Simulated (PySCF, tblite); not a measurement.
# C₄H₉N₂PSi₂: geometry, infrared bands and NMR shifts

Aim: predict the infrared bands and NMR shifts of C₄H₉N₂PSi₂ (`CC#C[Si@@](N)(P)[SiH2]C#N`).

The runs use tblite 0.8.0 and PySCF 2.14.0, with density-fitted response routines of our own; the level of theory stands in each step. All values are computed, except where a source is named. Atoms are numbered from 0 throughout.

### Step 1. The starting structure

18 atoms, charge 0, multiplicity 1; geometry from: force field or distance geometry start.

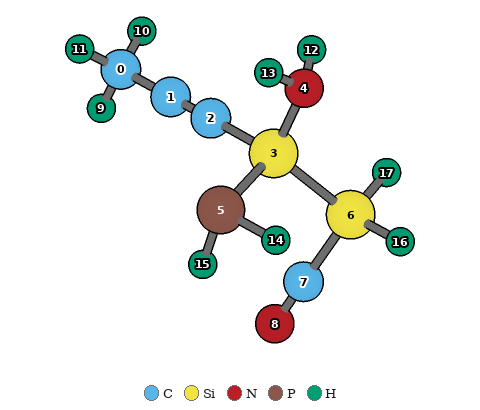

As it starts; carbon blue, silicon yellow, nitrogen red, phosphorus brown, hydrogen teal, atoms numbered; sticks join atoms by distance.

### Step 2. Optimising the geometry with GFN2-xTB

What the job is given:

```
{"job": {"kind": "relax", "xc": "GFN2-xTB", "basis": "xTB"}, "charge": 0, "multiplicity": 1}
C      2.735800     2.108700     1.092900
C      1.702800     1.119600     0.751400
C      0.874500     0.298200     0.496800
Si    -0.445700    -0.957200     0.078600
N      0.238800    -2.504400     0.410000
P     -2.028000    -0.829200     1.633600
Si    -1.240500    -0.657700    -2.066100
C     -1.944700     1.072500    -2.105400
N     -2.395000     2.135300    -2.131100
H      2.377200     3.118200     0.849400
H      3.648100     1.920800     0.537300
H      2.957300     2.083400     2.164000
H      1.192400    -2.519600     0.064900
H      0.328800    -2.605900     1.410900
H     -2.981800    -1.649900     1.007300
H     -2.606200     0.390700     1.222200
H     -2.283400    -1.678700    -2.374100
H     -0.139200    -0.838500    -3.054400
```

Run with:

```console
OMP_NUM_THREADS=1 python probes_run.py task.json out
```

The driver reads the jobs from task.json and runs them one after another.

**Question.** This job is followed by: GFN2-xTB harmonic vibrations, gas phase; GIAO PBE0/pcSseg-1 NMR shielding, non-relativistic, gas phase. What will the session give for the following? strongest single infrared mode (GFN2-xTB); zero-point energy (GFN2-xTB); 13C shifts against TMS (PBE0/pcSseg-1); 1H shifts against TMS (PBE0/pcSseg-1, means over atoms taken as alike); 29Si shifts against TMS (PBE0/pcSseg-1); 15N shifts against NH3 (PBE0/pcSseg-1); 31P shifts against H3PO4 (PBE0/pcSseg-1); surface potential, least and greatest.

As calculated:

| quantity | value |
| --- | --- |
| strongest single infrared mode (GFN2-xTB) | 2206 cm⁻¹, 350 km/mol |
| zero-point energy (GFN2-xTB) | 72.0 kcal/mol |
| 13C shifts against TMS (PBE0/pcSseg-1) | 122.8, 117.0, 88.4, 5.9 ppm |
| 1H shifts against TMS (PBE0/pcSseg-1, means over atoms taken as alike) | 4.25, 4.13, 2.12, 1.45, 0.57 ppm |
| 29Si shifts against TMS (PBE0/pcSseg-1) | -35.7, -103.9 ppm |
| 15N shifts against NH3 (PBE0/pcSseg-1) | 366.9, 22.5 ppm |
| 31P shifts against H3PO4 (PBE0/pcSseg-1) | -287.0 ppm |
| surface potential, least and greatest | -1.76 V and 1.71 V |

**Reading.** The optimisation took 107 steps and gained 0.338 eV; among the close pairs (by a distance rule), Si3–P5 changed most, from 2.222 to 2.259 Å. The lowest mode is imaginary (25i cm⁻¹), so the xTB geometry is not a minimum. The strongest single mode, at 2206 cm⁻¹, moves mainly H16. GFN2-xTB is a fitted tight-binding method: band positions and strengths are rough. Its intensities can rank the bands wrongly. The most deshielded carbon is C7 (nitrile carbon), at 122.8 ppm: C≡N carbons fall here, among the sp2 signals but without a proton. At PBE0/pcSseg-1: The widest tensor belongs to N8: span 601 ppm, with a paramagnetic part of -438 ppm. At PBE0/pcSseg-1, counted by nearest atom on the grid, the HOMO lies on P5 33 %; C1, C2 about 12 % each, the LUMO on Si3 20 %; Si6 13 %.
